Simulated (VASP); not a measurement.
Band structure of Mo₂N (space group I4_1/amd). Calculation: LDA (Ceperley-Alder, Perdew-Zunger), VASP's LDA PAW potentials (set 64) (plane waves; VASP 6.6.1).

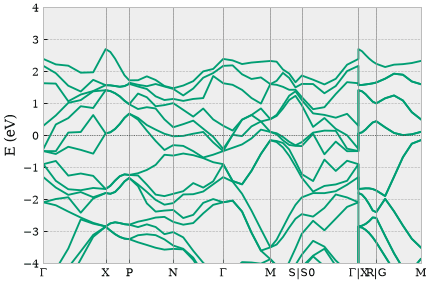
Bands along high-symmetry lines, zero at the valence-band maximum or, without a gap, the Fermi level

Task: Read the plot: is there a gap, and where are the band edges?

Result: It has no gap at this level: it comes out as a metal or semimetal.

The structure comes from a computed database's Mo2N entry (I4_1/amd); how it stands against other phases isn't given here. The cell was not relaxed at this level.
